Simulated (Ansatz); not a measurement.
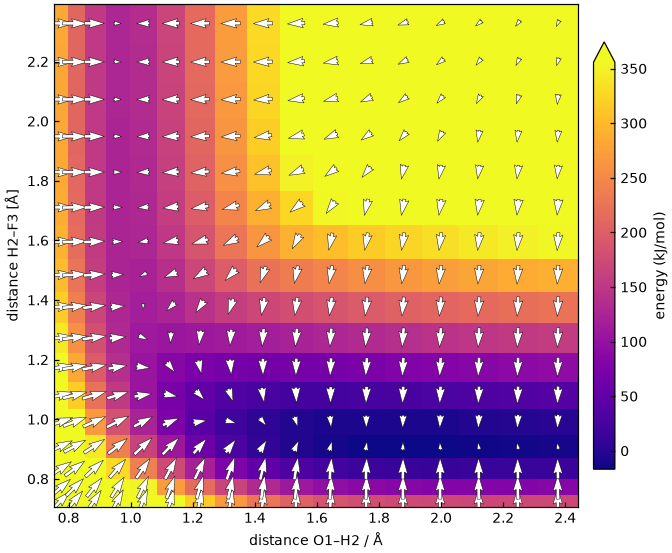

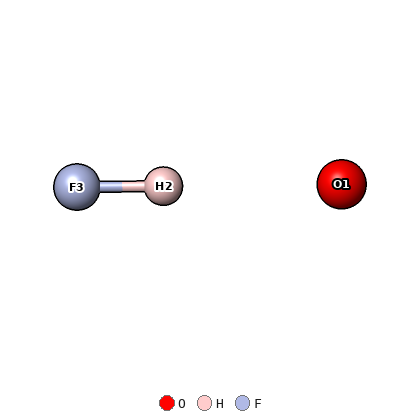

Energy landscape of the system O + HF, spin multiplicity 3. First axis: distance O1–H2. Second axis: distance H2–F3. Nothing is relaxed (the angle O1–H2–F3 is fixed at 180 degrees). The scan uses a 17 × 17 grid. Points are written as (first, second). All energies are given in kJ/mol relative to O far from the relaxed HF (each part in its own basis). In part of the range the unrestricted reference is strongly spin-contaminated. All numbers below come from UKS PBE0-D4/def2-SVPD in Ansatz.

In the figure: one coloured cell a grid point, arrows along the force (downhill), their lengths compressed, one colour for all values above the top of the scale. The second picture is the structure at the lowest point.

What does the map say about the system?

The lowest grid point is at (1.877 Å, 0.910 Å), −17 kJ/mol from O far from the relaxed HF (each part in its own basis). Other grid points that lie below all their neighbours: (0.958 Å, 1.711 Å) (142 kJ/mol higher). The highest grid point, (0.776 Å, 0.728 Å), lies 1120 kJ/mol above the lowest.

Grid values (kJ/mol):

| distance H2–F3 ↓, distance O1–H2 → | 0.776 | 0.883 | 1.040 | 1.223 | 1.426 | 1.644 | 1.877 | 2.121 | 2.376 |
| --- | --- | --- | --- | --- | --- | --- | --- | --- | --- |
| 2.199 | 281 | 151 | 134 | 213 | 328 | 425 | 481 | 508 | 520 |
| 1.949 | 282 | 151 | 133 | 209 | 318 | 403 | 451 | 473 | 480 |
| 1.711 | 286 | 152 | 129 | 198 | 289 | 354 | 381 | 397 | 408 |
| 1.485 | 301 | 159 | 122 | 168 | 223 | 246 | 265 | 279 | 290 |
| 1.274 | 342 | 180 | 110 | 109 | 116 | 126 | 138 | 148 | 156 |
| 1.081 | 418 | 223 | 105 | 49 | 27 | 23 | 27 | 32 | 38 |
| 0.910 | 592 | 340 | 164 | 61 | 8 | −12 | −17 | −15 | −12 |
| 0.772 | 926 | 601 | 350 | 215 | 131 | 96 | 84 | 83 | 85 |

The table holds every second grid line.

Each point was launched as `ansatz run input.yaml --threads 1 --pin off --max-ram 2560MiB --backend cpu --events-out ev --progress --plain --runs-dir out`. The whole map (289 points run) took 19 min on 1 thread of Arm Neoverse V1, with other jobs on the host.
